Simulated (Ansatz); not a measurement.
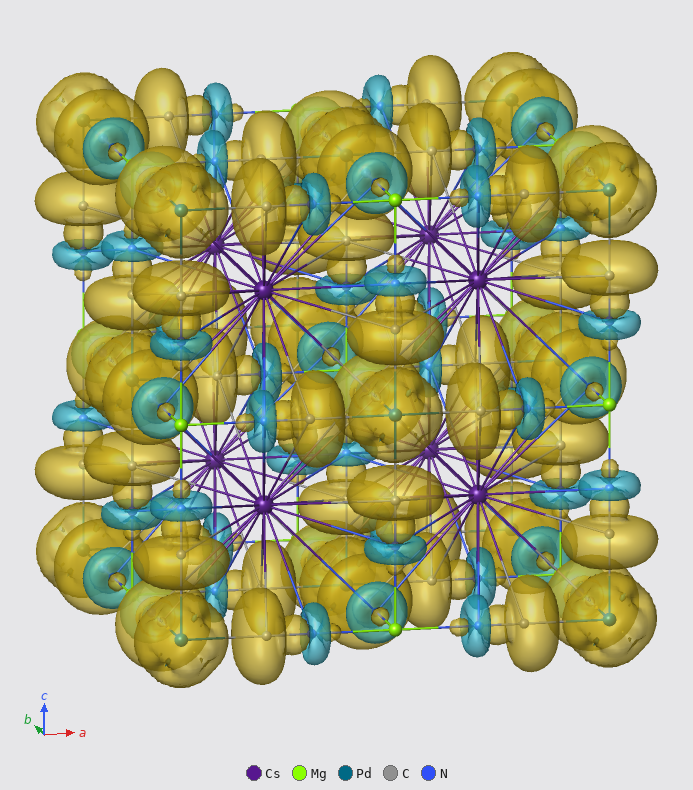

Figure 1: Cs2MgPdC6N6. Isosurfaces of the spin density at +0.006 (yellow) and −0.006 e/Å³ (cyan), seen slightly off an axis. Sticks mark near contacts.

Space group Fm-3m; a structure generated by program, which may or may not match a known phase; spin-polarised.

All numbers below come from DFT PBE, scalar-relativistic, plane waves, PAW in Ansatz 0.2.0.

In a PAW calculation such maps are meaningful between the atoms, not at the nuclei.

Cs2MgPdC6N6, 64 atoms, a = 11.09 Å, b = 11.09 Å, c = 11.09 Å, α = 90.00°, β = 90.00°, γ = 90.00°.

Q: Describe the spin distribution.

A: The spin density sits on Pd: +1.1 μB (×4) in one cell of 64 atoms, with smaller moments on other sites: C (up to +0.05 μB): parallel main moments, as they must be, since the calculation's own cell holds one magnetic site. The cell of the calculation (16 atoms) carries 2.0 μB of net spin moment.
